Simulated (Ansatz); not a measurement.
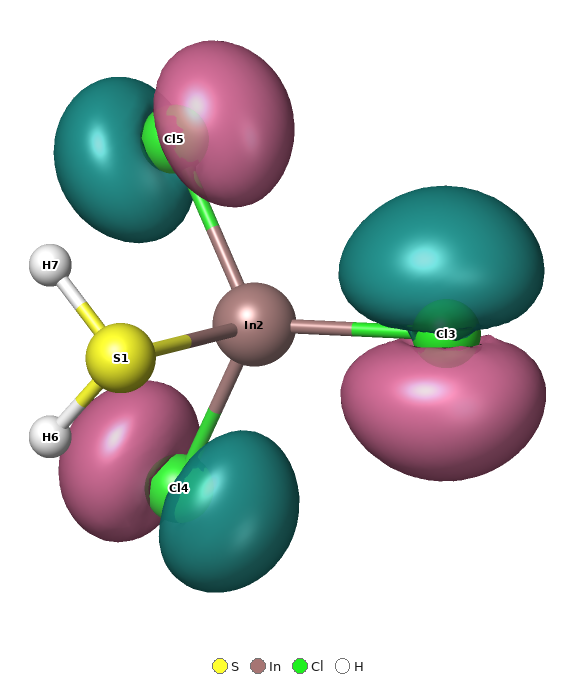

The picture shows: Cl$_{3}$H$_{2}$InS (SMILES [SH2+][In-]([Cl])([Cl])[Cl]). One frontier orbital at ±0.1 Å⁻³ᐟ² (teal and pink are the two phases), seen at a tilt.

Geometry: PBE0-D4/def2-TZVP; core potentials replace the inner electrons of In.

Method: RKS PBE0-D4/def2-TZVPP in Ansatz.

Input file:

```
crystal:
  periodic: [false, false, false]
  atoms:
    - {symbol: S, position_ang: [-0.773249, 0.742595, 1.311780]}
    - {symbol: In, position_ang: [0.776396, -0.604595, -0.489145]}
    - {symbol: Cl, position_ang: [2.462240, -1.439093, 0.854881]}
    - {symbol: Cl, position_ang: [-0.905600, -2.045076, -1.199522]}
    - {symbol: Cl, position_ang: [1.224599, 1.247354, -1.823165]}
    - {symbol: H, position_ang: [-1.895758, 0.210801, 0.792797]}
    - {symbol: H, position_ang: [-0.827428, 1.820214, 0.506774]}
basis:
  gaussian: {orbitals: def2-TZVPP}
hamiltonian: {xc: pbe0, dispersion: d4}
output: {orbitals: {seedname: orbitals}}
```

Launched as:

```sh
ansatz run in.yaml --threads 4 --pin off --events-out ev --progress --plain --max-ram 10444MiB
```

Q: Which orbital is it: HOMO or LUMO?

A: The HOMO, at −8.91 eV. By Hirshfeld shares it lies mainly on Cl3 (about 55 %), Cl4 (about 20 %) and Cl5 (about 20 %); largely a combination of lone pairs on Cl3, Cl4 and Cl5.
